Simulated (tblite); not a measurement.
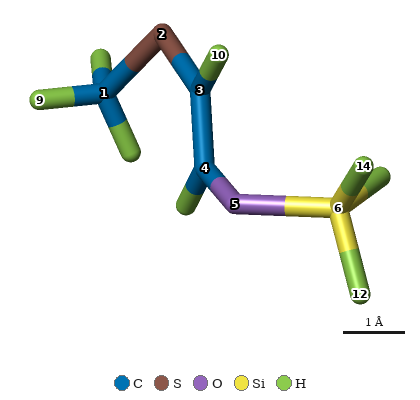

**Figure 1.** The input geometry (stick view, seen at a tilt; atoms are numbered from 1 in the order of the input). Bond lengths as drawn: C–C 1.31 Å, C–H 1.08 to 1.12 Å, C–O 1.41 Å, C–S 1.79 to 1.80 Å, H–Si 1.46 to 1.48 Å and O–Si 1.74 Å.

# C₃H₈OSSi: geometry relaxation (part 1 of 4)

System: C₃H₈OSSi.
Method: GFN2-xTB geometry optimisation, gas phase (tblite 0.8.0).

It belongs to a series of runs on one base structure; here: H on C replaced by SCH3.

What the program printed
```
step      E/eV     max force
  0    -531.70137    1.936
  1    -531.88460    1.377
  2    -531.98023    0.805
  3    -532.02643    0.697
  4    -532.10036    0.603
  5    -532.12469    0.526
  6    -532.15358    0.415
  7    -532.16919    0.322
  8    -532.18011    0.207
  9    -532.18694    0.183
 10    -532.19427    0.218
 11    -532.20218    0.241
 12    -532.21129    0.289
 13    -532.22095    0.305
 14    -532.23095    0.264
 15    -532.24195    0.281
 16    -532.25397    0.274
 17    -532.26418    0.262
 18    -532.27208    0.257
 19    -532.27854    0.248
 20    -532.28476    0.262
 21    -532.29401    0.247
 22    -532.30660    0.354
 23    -532.31916    0.322
 24    -532.32887    0.278
 25    -532.33673    0.239
 26    -532.34330    0.212
 27    -532.34980    0.278
 28    -532.35495    0.259
 29    -532.35977    0.174
 30    -532.36535    0.186
 31    -532.37044    0.191
 32    -532.37544    0.193
 33    -532.37889    0.205
 34    -532.38205    0.181
 35    -532.38626    0.149
 36    -532.39170    0.136
 37    -532.39620    0.122
 38    -532.39927    0.179
 39    -532.40211    0.142
 40    -532.40646    0.184
 41    -532.41180    0.186
 42    -532.41557    0.106
 43    -532.41736    0.110
 44    -532.41958    0.125
 45    -532.42131    0.104
 46    -532.42263    0.073
 47    -532.42341    0.065
 48    -532.42407    0.065
 49    -532.42477    0.069
 50    -532.42546    0.068
 51    -532.42604    0.059
 52    -532.42644    0.047
 53    -532.42675    0.050
 54    -532.42706    0.050
 55    -532.42744    0.049
 56    -532.42780    0.054
 57    -532.42809    0.043
 58    -532.42836    0.044
 59    -532.42865    0.051
 60    -532.42899    0.056
 61    -532.42942    0.065
 62    -532.42995    0.062
 63    -532.43056    0.078
 64    -532.43127    0.085
 65    -532.43202    0.066
 66    -532.43266    0.061
 67    -532.43319    0.051
 68    -532.43376    0.060
 69    -532.43433    0.051
 70    -532.43480    0.056
 71    -532.43514    0.064
 72    -532.43545    0.058
 73    -532.43580    0.060
 74    -532.43621    0.036
 75    -532.43639    0.038
 76    -532.43658    0.043
 77    -532.43680    0.045
 78    -532.43718    0.054
 79    -532.43769    0.055
 80    -532.43825    0.054
 81    -532.43879    0.058
 82    -532.43930    0.053
 83    -532.43985    0.079
 84    -532.44062    0.067
 85    -532.44158    0.056
 86    -532.44230    0.055
 87    -532.44299    0.063
 88    -532.44374    0.064
 89    -532.44443    0.075
 90    -532.44519    0.076
 91    -532.44587    0.061
 92    -532.44659    0.066
 93    -532.44695    0.052
 94    -532.44737    0.048
 95    -532.44779    0.046
 96    -532.44795    0.028
 97    -532.44804    0.019
 98    -532.44809    0.021
 99    -532.44812    0.010
100    -532.44814    0.009
```

Trajectory as extended XYZ (Å, eV, eV/Å), 58 of the 101 frames kept, from step=0 to step=100
```
14
Properties=species:S:1:pos:R:3:forces:R:3 step=0 energy=-531.70137
C    -2.9471    0.1324   -0.4363   -1.5370  -0.6310   0.5730
S    -1.6842    0.9670   -1.3909    0.8770   0.6580  -0.5180
C    -0.1233    1.1550   -0.5080   -1.3140   0.2460  -0.7330
C     0.1948    0.4479    0.5444    1.4540   0.0400   1.0260
O     1.4483    0.7084    1.1371    0.2980  -1.5470  -1.1260
Si    2.9075    0.0478    0.4666   -1.1160   0.0100   0.9600
H    -2.6056   -0.7709    0.0909    0.0790   0.4970  -0.1450
H    -3.7345   -0.2145   -1.1607    0.9390   0.3590   0.3220
H    -3.5070    0.8088    0.2542    0.8110  -0.3550  -0.3220
H     0.5599    1.9093   -0.8836   -0.4560  -0.2060  -0.2330
H    -0.4721   -0.3146    0.9522    0.6340   0.2380   0.2680
H     3.5302   -0.7989    1.5099   -0.2910   0.2980  -0.0790
H     2.5506   -0.8430   -0.6392   -0.0920   0.1540  -0.0270
H     3.8818    1.0449    0.0412   -0.2870   0.2390   0.0350
14
Properties=species:S:1:pos:R:3:forces:R:3 step=2 energy=-531.98023
C    -2.9873    0.1147   -0.4213    0.7410   0.2160  -0.2300
S    -1.6615    0.9881   -1.4074   -0.3480   0.0060   0.0960
C    -0.1588    1.1489   -0.5070    0.0600   0.4590  -0.1880
C     0.2286    0.4631    0.5516   -0.3220  -0.4080   0.1590
O     1.4651    0.6511    1.1001    0.0030  -0.4780  -0.0810
Si    2.8719    0.0475    0.4967    0.3560  -0.2170  -0.2560
H    -2.6015   -0.7548    0.0877    0.1930  -0.0220   0.1260
H    -3.7052   -0.2036   -1.1543   -0.1270  -0.0810  -0.4150
H    -3.4794    0.7998    0.2471    0.1470   0.2460   0.2940
H     0.5401    1.9010   -0.8943   -0.6150  -0.3500  -0.1730
H    -0.4446   -0.3048    0.9645    0.6940   0.3300   0.2330
H     3.5184   -0.7875    1.5088   -0.2080   0.1320   0.1700
H     2.5473   -0.8357   -0.6388   -0.0170   0.1860   0.0840
H     3.8662    1.0519    0.0445   -0.5560  -0.0190   0.1820
14
Properties=species:S:1:pos:R:3:forces:R:3 step=4 energy=-532.10036
C    -2.9650    0.1213   -0.4296    0.0870   0.1280  -0.1040
S    -1.6726    1.0008   -1.4101   -0.2000   0.0460   0.0780
C    -0.1772    1.1590   -0.5016   -0.2540  -0.2350   0.1760
C     0.2283    0.4608    0.5475    0.0500   0.1370  -0.3100
O     1.4695    0.5909    1.0782   -0.0680   0.0460   0.2090
Si    2.8800    0.0309    0.4928    0.2140  -0.1770  -0.2490
H    -2.5849   -0.7479    0.0941    0.1810   0.0590  -0.0400
H    -3.6939   -0.2014   -1.1748    0.1640   0.0710   0.0620
H    -3.4522    0.8090    0.2603    0.2100  -0.0130  -0.0310
H     0.4944    1.8804   -0.9164    0.0310   0.2380  -0.3780
H    -0.3911   -0.2860    0.9921   -0.2050  -0.3520   0.4450
H     3.4988   -0.7739    1.5223   -0.0220  -0.0700   0.3470
H     2.5446   -0.8209   -0.6353    0.0050  -0.1220  -0.2450
H     3.8206    1.0565    0.0582   -0.1930   0.2440   0.0400
14
Properties=species:S:1:pos:R:3:forces:R:3 step=5 energy=-532.12469
C    -2.9573    0.1250   -0.4334   -0.0500   0.0240   0.0190
S    -1.6790    1.0055   -1.4098   -0.1190   0.0850   0.0150
C    -0.1875    1.1595   -0.4990   -0.1180  -0.1300   0.0570
C     0.2296    0.4609    0.5432    0.0010  -0.0480  -0.1170
O     1.4702    0.5734    1.0748    0.0100   0.1390   0.1640
Si    2.8853    0.0231    0.4879    0.0580  -0.1450  -0.1020
H    -2.5770   -0.7446    0.0952    0.1650   0.1050  -0.1070
H    -3.6875   -0.1994   -1.1797    0.1760   0.0870   0.1430
H    -3.4403    0.8115    0.2637    0.1850  -0.0490  -0.0850
H     0.4810    1.8780   -0.9293    0.0230   0.1930  -0.3120
H    -0.3784   -0.2861    1.0078   -0.2710  -0.2920   0.3440
H     3.4926   -0.7709    1.5322    0.0000  -0.0810   0.3190
H     2.5439   -0.8187   -0.6386    0.0150  -0.2050  -0.3300
H     3.8039    1.0622    0.0629   -0.0740   0.3170  -0.0080
14
Properties=species:S:1:pos:R:3:forces:R:3 step=7 energy=-532.16919
C    -2.9434    0.1315   -0.4375   -0.0680  -0.0700   0.1280
S    -1.6958    1.0208   -1.4098    0.1350   0.1560  -0.0540
C    -0.2065    1.1592   -0.4950    0.1920  -0.0170  -0.0780
C     0.2281    0.4503    0.5362   -0.0570  -0.2370   0.2100
O     1.4734    0.5467    1.0729    0.0010   0.1410  -0.1130
Si    2.8955    0.0008    0.4769   -0.1520  -0.0250   0.1060
H    -2.5519   -0.7323    0.0906    0.1730   0.0400  -0.1250
H    -3.6684   -0.1919   -1.1826   -0.0030   0.0180   0.1310
H    -3.4093    0.8151    0.2670    0.0110   0.0090  -0.0010
H     0.4515    1.8779   -0.9674   -0.0730  -0.0840  -0.0050
H    -0.3650   -0.2950    1.0517   -0.1950   0.0540  -0.0380
H     3.4796   -0.7683    1.5664   -0.0280   0.0000   0.0730
H     2.5440   -0.8259   -0.6631    0.0950  -0.1770  -0.2220
H     3.7674    1.0907    0.0715   -0.0310   0.1910  -0.0120
14
Properties=species:S:1:pos:R:3:forces:R:3 step=9 energy=-532.18694
C    -2.9399    0.1324   -0.4337    0.1040   0.0590  -0.0160
S    -1.6951    1.0338   -1.4106    0.0910   0.0700   0.0510
C    -0.2022    1.1528   -0.4949    0.0460  -0.1240  -0.0240
C     0.2235    0.4372    0.5404   -0.0360   0.0270   0.0240
O     1.4727    0.5506    1.0692   -0.0370  -0.0160  -0.1290
Si    2.8931   -0.0082    0.4753   -0.0620   0.0310  -0.0260
H    -2.5321   -0.7271    0.0816    0.1670  -0.0280  -0.0490
H    -3.6636   -0.1888   -1.1748   -0.0940  -0.0340   0.0490
H    -3.3994    0.8170    0.2685   -0.0320   0.0340   0.0930
H     0.4416    1.8757   -0.9812    0.0200  -0.1500   0.1030
H    -0.3777   -0.2987    1.0654   -0.0920   0.1150  -0.1010
H     3.4743   -0.7685    1.5832   -0.0750   0.0630  -0.0770
H     2.5510   -0.8396   -0.6846    0.1540  -0.0030   0.0510
H     3.7531    1.1110    0.0739   -0.1540  -0.0450   0.0530
14
Properties=species:S:1:pos:R:3:forces:R:3 step=11 energy=-532.20218
C    -2.9306    0.1372   -0.4307    0.0840   0.0770  -0.0570
S    -1.6874    1.0513   -1.4077   -0.1420  -0.0210   0.0430
C    -0.1958    1.1369   -0.4977   -0.1450  -0.0870  -0.0260
C     0.2170    0.4282    0.5462   -0.0360   0.1660  -0.1420
O     1.4689    0.5528    1.0559   -0.0510  -0.1070   0.0430
Si    2.8852   -0.0135    0.4722    0.0690   0.0180  -0.1230
H    -2.5009   -0.7236    0.0687    0.0800   0.0510  -0.0360
H    -3.6657   -0.1882   -1.1622    0.0010  -0.0030   0.0640
H    -3.3926    0.8200    0.2766    0.0540  -0.0640   0.0600
H     0.4367    1.8616   -0.9846    0.2100  -0.0830   0.0670
H    -0.3978   -0.2930    1.0692   -0.0460   0.0300  -0.0060
H     3.4633   -0.7634    1.5909   -0.0770   0.0610  -0.1160
H     2.5706   -0.8523   -0.6993    0.1520   0.0730   0.1720
H     3.7284    1.1257    0.0802   -0.1540  -0.1100   0.0570
14
Properties=species:S:1:pos:R:3:forces:R:3 step=12 energy=-532.21129
C    -2.9223    0.1419   -0.4299    0.0150   0.0320  -0.0250
S    -1.6860    1.0629   -1.4052   -0.2460  -0.0270  -0.0290
C    -0.1958    1.1256   -0.5012   -0.1670   0.0080  -0.0560
C     0.2120    0.4255    0.5478   -0.0510   0.1330  -0.1460
O     1.4657    0.5487    1.0466   -0.0600  -0.1250   0.1250
Si    2.8811   -0.0168    0.4678    0.0730   0.0140  -0.0940
H    -2.4778   -0.7194    0.0593    0.0230   0.0970  -0.0330
H    -3.6665   -0.1877   -1.1529    0.0630   0.0200   0.0760
H    -3.3856    0.8204    0.2839    0.1020  -0.1160   0.0350
H     0.4370    1.8487   -0.9853    0.2850  -0.0440   0.0230
H    -0.4097   -0.2869    1.0719   -0.0340  -0.0160   0.0480
H     3.4532   -0.7577    1.5930   -0.0500   0.0310  -0.0950
H     2.5874   -0.8582   -0.7041    0.1260   0.0530   0.1470
H     3.7066    1.1326    0.0862   -0.0800  -0.0580   0.0240
14
Properties=species:S:1:pos:R:3:forces:R:3 step=14 energy=-532.23095
C    -2.9036    0.1526   -0.4280   -0.0910  -0.0710   0.0670
S    -1.6976    1.0895   -1.4045   -0.1840   0.0660  -0.1700
C    -0.2043    1.1060   -0.5142   -0.0310   0.2110  -0.1020
C     0.1970    0.4233    0.5458   -0.1070  -0.0480  -0.0360
O     1.4547    0.5282    1.0320   -0.1270  -0.1330   0.1380
Si    2.8740   -0.0234    0.4558   -0.0580   0.0550   0.0920
H    -2.4255   -0.7039    0.0372   -0.0400   0.0720   0.0070
H    -3.6639   -0.1855   -1.1293    0.0690   0.0150   0.0300
H    -3.3625    0.8149    0.3033    0.1090  -0.1170   0.0650
H     0.4517    1.8155   -0.9872    0.2530  -0.0350  -0.0660
H    -0.4343   -0.2724    1.0817   -0.0130  -0.0240   0.0720
H     3.4280   -0.7436    1.5933    0.0460  -0.0600   0.0070
H     2.6311   -0.8689   -0.7083    0.0470  -0.0650  -0.0340
H     3.6543    1.1473    0.1002    0.1270   0.1340  -0.0710
14
Properties=species:S:1:pos:R:3:forces:R:3 step=16 energy=-532.25397
C    -2.8845    0.1622   -0.4220   -0.0150  -0.0540   0.0530
S    -1.7253    1.1282   -1.4156    0.1490   0.1310  -0.0760
C    -0.2172    1.0961   -0.5364    0.1380   0.2320  -0.0440
C     0.1678    0.4195    0.5366   -0.1430  -0.1340   0.0260
O     1.4286    0.4909    1.0248   -0.1850  -0.1550  -0.0080
Si    2.8609   -0.0258    0.4467   -0.1420   0.1310   0.1550
H    -2.3621   -0.6804    0.0109   -0.0410  -0.0730   0.0560
H    -3.6572   -0.1826   -1.0981   -0.0570  -0.0450  -0.0620
H    -3.3255    0.7993    0.3354    0.0280  -0.0150   0.1560
H     0.4917    1.7703   -0.9949    0.0120  -0.0840  -0.1260
H    -0.4675   -0.2559    1.0992   -0.0320   0.0630  -0.0250
H     3.4005   -0.7309    1.5940    0.1150  -0.0950   0.0830
H     2.6909   -0.8871   -0.7148   -0.0180  -0.0640  -0.0840
H     3.5983    1.1756    0.1123    0.1900   0.1630  -0.1040
14
Properties=species:S:1:pos:R:3:forces:R:3 step=18 energy=-532.27208
C    -2.8740    0.1661   -0.4157    0.0800   0.0470  -0.0280
S    -1.7387    1.1593   -1.4272    0.2100   0.0380   0.1440
C    -0.2201    1.1033   -0.5529    0.0850   0.0180   0.0700
C     0.1385    0.4153    0.5257   -0.0400  -0.0310  -0.0240
O     1.3970    0.4550    1.0242   -0.0670  -0.1480  -0.0710
Si    2.8453   -0.0166    0.4485   -0.0080   0.0570   0.0350
H    -2.3262   -0.6691   -0.0027   -0.0330  -0.1230   0.0220
H    -3.6558   -0.1834   -1.0794   -0.0410  -0.0140  -0.0300
H    -3.2990    0.7841    0.3668    0.0130   0.0110   0.0850
H     0.5295    1.7358   -1.0064   -0.1080  -0.0370  -0.1660
H    -0.4953   -0.2421    1.1071   -0.1680   0.0810  -0.0820
H     3.3908   -0.7287    1.5949    0.0670  -0.0030   0.0300
H     2.7311   -0.9001   -0.7178   -0.0490   0.0940   0.0620
H     3.5763    1.2006    0.1127    0.0590   0.0090  -0.0480
14
Properties=species:S:1:pos:R:3:forces:R:3 step=19 energy=-532.27854
C    -2.8720    0.1667   -0.4146    0.0830   0.0460  -0.0280
S    -1.7355    1.1660   -1.4274    0.0960  -0.0080   0.1730
C    -0.2177    1.1094   -0.5545    0.0160  -0.0740   0.0760
C     0.1308    0.4137    0.5221    0.0260   0.0140  -0.0280
O     1.3869    0.4422    1.0241    0.0160  -0.1300  -0.0270
Si    2.8410   -0.0109    0.4523    0.0900   0.0050  -0.0170
H    -2.3241   -0.6710   -0.0030   -0.0390  -0.0870  -0.0170
H    -3.6567   -0.1844   -1.0779    0.0200   0.0380   0.0160
H    -3.2937    0.7801    0.3759    0.0270  -0.0070   0.0100
H     0.5365    1.7288   -1.0139   -0.0710   0.0050  -0.1630
H    -0.5043   -0.2375    1.1056   -0.2270   0.0650  -0.0760
H     3.3933   -0.7301    1.5955    0.0270   0.0530  -0.0120
H     2.7358   -0.8997   -0.7158   -0.0500   0.1380   0.1040
H     3.5791    1.2061    0.1094   -0.0150  -0.0570  -0.0110
14
Properties=species:S:1:pos:R:3:forces:R:3 step=21 energy=-532.29401
C    -2.8576    0.1716   -0.4113    0.0090  -0.0370   0.0580
S    -1.7266    1.1899   -1.4178   -0.2180  -0.0600   0.0990
C    -0.2127    1.1154   -0.5578    0.0050  -0.1090  -0.0310
C     0.1121    0.4065    0.5147    0.1250   0.0300   0.0370
O     1.3639    0.3956    1.0183    0.1380  -0.1150   0.1190
Si    2.8355   -0.0012    0.4581    0.1670  -0.0580  -0.0620
H    -2.3080   -0.6759   -0.0113   -0.0690   0.0160  -0.1000
H    -3.6537   -0.1814   -1.0677    0.1440   0.1480   0.0840
H    -3.2711    0.7696    0.4014    0.0630  -0.0570  -0.1330
H     0.5468    1.7042   -1.0459   -0.0060   0.0150  -0.0710
H    -0.5452   -0.2180    1.1022   -0.2150   0.0780  -0.0750
H     3.3941   -0.7254    1.5994   -0.0080   0.1240  -0.0440
H     2.7527   -0.8932   -0.7094   -0.0420   0.1350   0.0770
H     3.5693    1.2219    0.1049   -0.0940  -0.1110   0.0410
14
Properties=species:S:1:pos:R:3:forces:R:3 step=23 energy=-532.31916
C    -2.8201    0.1825   -0.3985   -0.0820  -0.1060   0.1320
S    -1.7317    1.2469   -1.3937   -0.3150  -0.0630   0.0160
C    -0.2055    1.1110   -0.5731    0.0980  -0.0820  -0.1800
C     0.0790    0.3921    0.5037    0.1690  -0.0040   0.1230
O     1.3248    0.2806    1.0062    0.0620  -0.1050   0.1900
Si    2.8303    0.0085    0.4613   -0.0380  -0.0430   0.0090
H    -2.2548   -0.6765   -0.0451   -0.0650   0.0260  -0.1380
H    -3.6348   -0.1626   -1.0337    0.0970   0.1830   0.0320
H    -3.2090    0.7444    0.4511    0.0230  -0.0460  -0.1310
H     0.5654    1.6390   -1.1154    0.0100  -0.0400   0.1050
H    -0.6428   -0.1642    1.0976    0.0850   0.1950  -0.1200
H     3.3821   -0.6996    1.6082    0.0500   0.1160   0.0460
H     2.8020   -0.8772   -0.6980   -0.0220  -0.0060  -0.1380
H     3.5145    1.2546    0.1072   -0.0710  -0.0240   0.0530
```
